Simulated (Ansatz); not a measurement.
**Alloy of AlN and BN (6 of 48 Al sites exchanged), 96 atoms**

Wanted: the relaxed alloy cell and its gap (PBEsol and r²SCAN).

All numbers are computed with Ansatz 0.2.0 (PAW, plane waves).

**1. The starting cell**

96 atoms (6 B, 42 Al, 48 N); a = 9.135 Å, b = 10.548 Å, c = 9.780 Å, α = 90.00°, β = 90.00°, γ = 90.00°. All atoms were shaken off their sites by about 0.02 Å along each axis.

The runs, in order: (2) PBEsol cell relaxation at the single k point (¼, ¼, ¼), on 1 × NVIDIA H100 80GB HBM3 with 2 threads of AMD EPYC 7R13; (3) r²SCAN single point at the single k point (¼, ¼, ¼), on 1 × NVIDIA H100 80GB HBM3 with 2 threads of AMD EPYC 7R13.

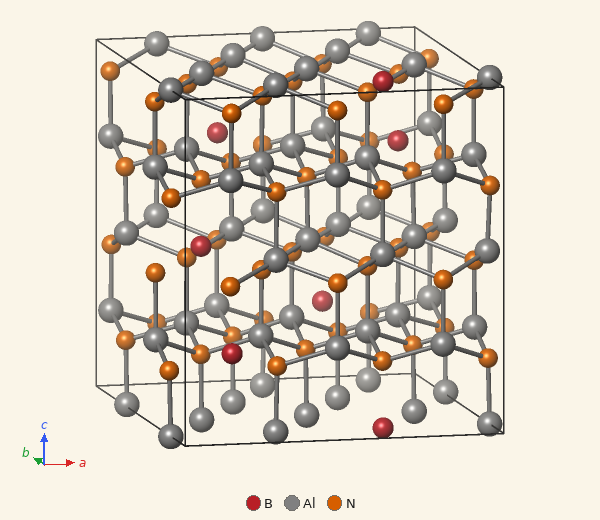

Start, viewed slightly off an axis; boron red, aluminium grey, nitrogen orange. Atoms on faces are repeated.

**2. Relaxing cell and atoms with PBEsol**

Contents of in.yaml:

```yaml
crystal:
  lattice:
    - [9.135233, 0.000000, 0.000000]
    - [0.000000, 10.548458, 0.000000]
    - [0.000000, 0.000000, 9.779800]
  atoms:
    - { symbol: B, position: [0.170385, 0.082128, 0.246221] }
    - { symbol: B, position: [0.334139, 0.832971, 0.747878] }
    - { symbol: B, position: [0.831423, 0.585878, 0.749569] }
    - { symbol: B, position: [0.663848, 0.834045, 0.249439] }
    - { symbol: B, position: [0.165950, 0.416438, 0.498480] }
    - { symbol: B, position: [0.666944, 0.164465, 0.999679] }
    - { symbol: Al, position: [0.165760, 0.081348, 0.746630] }
    - { symbol: Al, position: [0.000738, 0.331889, 0.249629] }
    - { symbol: Al, position: [0.998677, 0.332319, 0.747891] }
    - { symbol: Al, position: [0.502175, 0.086363, 0.249949] }
    - { symbol: Al, position: [0.500983, 0.083530, 0.750250] }
    - { symbol: Al, position: [0.330591, 0.333292, 0.248644] }
    - { symbol: Al, position: [0.331915, 0.332956, 0.745320] }
    - { symbol: Al, position: [0.166489, 0.581916, 0.248188] }
    - { symbol: Al, position: [0.167174, 0.581979, 0.750234] }
    - { symbol: Al, position: [0.999402, 0.831673, 0.247773] }
    - { symbol: Al, position: [0.999350, 0.833301, 0.750302] }
    - { symbol: Al, position: [0.832292, 0.082915, 0.249694] }
    - { symbol: Al, position: [0.835003, 0.083330, 0.749900] }
    - { symbol: Al, position: [0.666177, 0.334671, 0.250524] }
    - { symbol: Al, position: [0.665099, 0.335999, 0.750292] }
    - { symbol: Al, position: [0.497629, 0.585098, 0.252801] }
    - { symbol: Al, position: [0.500037, 0.582402, 0.747929] }
    - { symbol: Al, position: [0.331723, 0.832651, 0.249763] }
    - { symbol: Al, position: [0.829897, 0.584423, 0.247585] }
    - { symbol: Al, position: [0.666869, 0.833543, 0.746997] }
    - { symbol: Al, position: [0.994581, 0.167480, 0.498212] }
    - { symbol: Al, position: [0.001870, 0.167086, 0.998651] }
    - { symbol: Al, position: [0.332143, 0.167129, 0.495814] }
    - { symbol: Al, position: [0.330274, 0.164795, 0.000820] }
    - { symbol: Al, position: [0.168340, 0.417394, 0.997580] }
    - { symbol: Al, position: [0.001616, 0.664451, 0.499681] }
    - { symbol: Al, position: [0.003459, 0.666139, 0.004386] }
    - { symbol: Al, position: [0.667764, 0.170151, 0.499244] }
    - { symbol: Al, position: [0.501216, 0.415551, 0.505435] }
    - { symbol: Al, position: [0.497392, 0.416163, 0.999207] }
    - { symbol: Al, position: [0.332706, 0.667825, 0.499005] }
    - { symbol: Al, position: [0.337414, 0.669907, 0.998978] }
    - { symbol: Al, position: [0.166347, 0.918843, 0.500395] }
    - { symbol: Al, position: [0.167974, 0.919102, 0.995790] }
    - { symbol: Al, position: [0.835665, 0.417762, 0.502268] }
    - { symbol: Al, position: [0.835107, 0.416453, 0.998003] }
    - { symbol: Al, position: [0.666412, 0.665691, 0.500492] }
    - { symbol: Al, position: [0.663710, 0.664586, 0.000615] }
    - { symbol: Al, position: [0.500676, 0.914116, 0.502679] }
    - { symbol: Al, position: [0.499025, 0.917161, 0.998634] }
    - { symbol: Al, position: [0.833296, 0.917545, 0.499930] }
    - { symbol: Al, position: [0.831098, 0.917422, 0.001685] }
    - { symbol: N, position: [0.996668, 0.166151, 0.189046] }
    - { symbol: N, position: [0.002622, 0.164971, 0.687231] }
    - { symbol: N, position: [0.335247, 0.165220, 0.190445] }
    - { symbol: N, position: [0.333996, 0.167418, 0.692296] }
    - { symbol: N, position: [0.165989, 0.418015, 0.186364] }
    - { symbol: N, position: [0.166239, 0.414747, 0.690413] }
    - { symbol: N, position: [0.000429, 0.667609, 0.189999] }
    - { symbol: N, position: [0.998206, 0.666316, 0.690623] }
    - { symbol: N, position: [0.665651, 0.166106, 0.192594] }
    - { symbol: N, position: [0.665713, 0.164486, 0.686945] }
    - { symbol: N, position: [0.493715, 0.414214, 0.189190] }
    - { symbol: N, position: [0.498124, 0.418495, 0.686806] }
    - { symbol: N, position: [0.336042, 0.668916, 0.188626] }
    - { symbol: N, position: [0.331265, 0.670186, 0.690441] }
    - { symbol: N, position: [0.166862, 0.912899, 0.190196] }
    - { symbol: N, position: [0.168493, 0.919269, 0.692301] }
    - { symbol: N, position: [0.830835, 0.416142, 0.189247] }
    - { symbol: N, position: [0.829685, 0.419439, 0.689618] }
    - { symbol: N, position: [0.666166, 0.668576, 0.189127] }
    - { symbol: N, position: [0.666905, 0.669474, 0.690577] }
    - { symbol: N, position: [0.503293, 0.916222, 0.186378] }
    - { symbol: N, position: [0.499824, 0.918931, 0.691893] }
    - { symbol: N, position: [0.835727, 0.919432, 0.194868] }
    - { symbol: N, position: [0.834389, 0.916101, 0.690063] }
    - { symbol: N, position: [0.165926, 0.085333, 0.439613] }
    - { symbol: N, position: [0.168371, 0.080597, 0.940177] }
    - { symbol: N, position: [0.000122, 0.333573, 0.442504] }
    - { symbol: N, position: [0.997798, 0.331684, 0.936869] }
    - { symbol: N, position: [0.502458, 0.083797, 0.437790] }
    - { symbol: N, position: [0.501623, 0.084921, 0.935769] }
    - { symbol: N, position: [0.333731, 0.335433, 0.438689] }
    - { symbol: N, position: [0.335352, 0.331962, 0.941446] }
    - { symbol: N, position: [0.167474, 0.582035, 0.437341] }
    - { symbol: N, position: [0.170532, 0.587075, 0.938080] }
    - { symbol: N, position: [0.001100, 0.832006, 0.437715] }
    - { symbol: N, position: [0.997581, 0.832194, 0.937828] }
    - { symbol: N, position: [0.833105, 0.083087, 0.436108] }
    - { symbol: N, position: [0.833536, 0.081902, 0.942301] }
    - { symbol: N, position: [0.665529, 0.333903, 0.438144] }
    - { symbol: N, position: [0.666369, 0.336562, 0.938863] }
    - { symbol: N, position: [0.498413, 0.583845, 0.441033] }
    - { symbol: N, position: [0.499851, 0.582253, 0.933894] }
    - { symbol: N, position: [0.333006, 0.836638, 0.438256] }
    - { symbol: N, position: [0.336659, 0.833028, 0.937549] }
    - { symbol: N, position: [0.832935, 0.585019, 0.440741] }
    - { symbol: N, position: [0.833910, 0.584524, 0.942484] }
    - { symbol: N, position: [0.670399, 0.832596, 0.435724] }
    - { symbol: N, position: [0.660701, 0.828416, 0.935511] }
  symmetry: { detect: false }
kpoints:
  mp_grid: { grid: [1, 1, 1], shift: [0.25, 0.25, 0.25] }
hamiltonian:
  xc: pbesol
scf:
  occupations: { method: fermi_dirac, width: 0.01 }
relax:
  f_tol: 0.03
  max_steps: 80
  escape_saddle: false
  adjacent_minimum: "off"
  cell: { fix: [alpha, beta, gamma] }
output:
  forces: true
  eigenvalues: true
  populations: true
```

Command:

```
ansatz run in.yaml --threads 2 --pin off --max-ram 30400MiB --runs-dir r --events-out ev --progress --plain --backend cuda --devices 0, --max-vram 18GiB
```

After this run come: r²SCAN single point.

Before running it: what results should come out? Wanted: for each run, top filled to lowest empty.

**Answer**, as computed:

| level | time | top filled to lowest empty (eV) |
| --- | --- | --- |
| PBEsol, relaxation | 24 s (GPU) | 4.89 |
| r²SCAN | 13 s (GPU) | 5.63 |

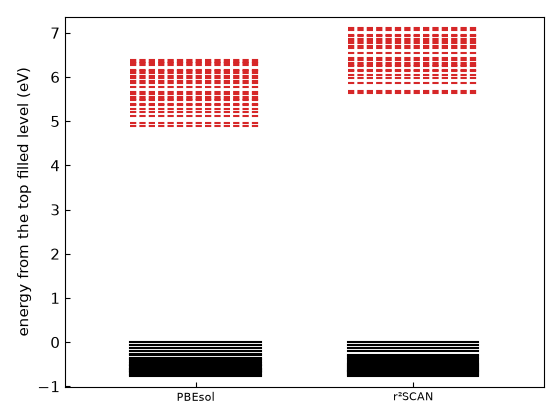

Levels near the gap by PBEsol, r²SCAN: filled black, empty red and dashed.

```
     quantity                                                                       value
   relaxation                                           6 recorded steps, 11.03 eV gained
largest shift                                                                0.26 Å (N88)
 relaxed cell  a = 9.140 Å, b = 10.548 Å, c = 9.779 Å, α = 90.00°, β = 90.00°, γ = 90.00°
   mean bonds                                                     Al–N 1.889, B–N 1.645 Å
```

The relaxation lowers the energy by 11.03 eV; the largest shift is 0.26 Å (N88), while the volume changes by +0.0 %. The mean lengths of the listed bonds run from B–N 1.65 Å to Al–N 1.89 Å. With one k point the spacing samples only the states that fold onto it, so it can exceed the gap over the zone.
